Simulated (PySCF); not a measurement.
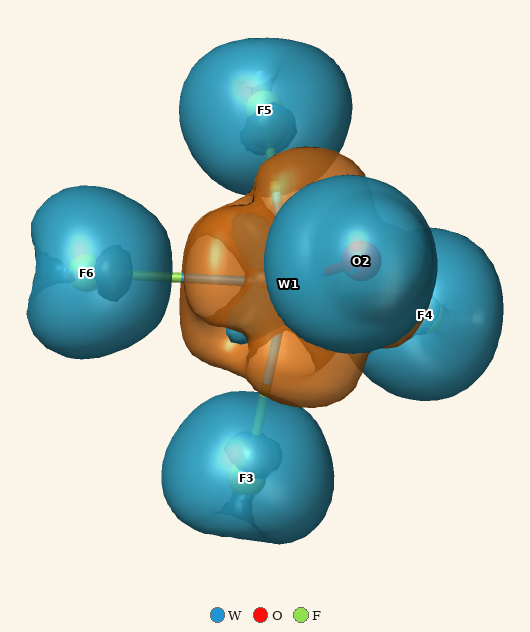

*[WOF4]- (F4OW, charge −1, doublet). Deformation density (molecule less spherical, spin-averaged free atoms at the same positions), surfaces at ±0.06 e/Å³; light blue: gain, orange: loss.*

PySCF calculation, B3LYP/def2-SVPD, gas phase; geometry: GFN2-xTB. Core potentials replace the inner electrons of W; spin–orbit coupling isn't included. This is a single-reference result, which may miss multireference character in this system. No frequency check shows the geometry to be a minimum. The stability of the open-shell solution wasn't checked. GFN2-xTB bond lengths at metals and heavier atoms can be off by up to 0.1 Å and shapes distorted, which carries into these values. GFN2-xTB doesn't know the spin state, so this open-shell geometry is rough.

Coordinates in Å:

```
W1      -0.0002    0.0000    0.1169
O2      -0.0034   -0.0008    1.8090
F3       0.1002    1.8298   -0.6425
F4      -1.8293    0.0990   -0.6440
F5      -0.0975   -1.8295   -0.6437
F6       1.8310   -0.0987   -0.6394
```

Q: Describe the bonding that the map shows.

A: W1–O2: +0.12 e/Å³ at the bond critical point (bond length 1.69 Å); up to 0.6 Å beside the axis the gain reaches +0.45 e/Å³. W1–F4, W1–F6, W1–F3 and W1–F5: −0.03 e/Å³ at the bond critical point (bond length 1.98 Å); up to 0.6 Å beside the axis the gain reaches +0.17 e/Å³. In all, 2.3 electrons gather in the regions of gain relative to the promolecule of neutral atoms (this includes the anion's extra charge). A small or negative value marks a very polar bond, one between electron-rich atoms, whose free-atom densities already overlap strongly, a long bond to a heavier atom, or a closed-shell contact such as a hydrogen bond.

Q: Where do the Hirshfeld charges lie?

A: The highest Hirshfeld charge is on W1 (+0.84 e), the lowest on O2 (−0.40 e).

Run time: 35 s on 1 thread of Arm Neoverse V2, on a shared host, peak memory 0.58 GiB.
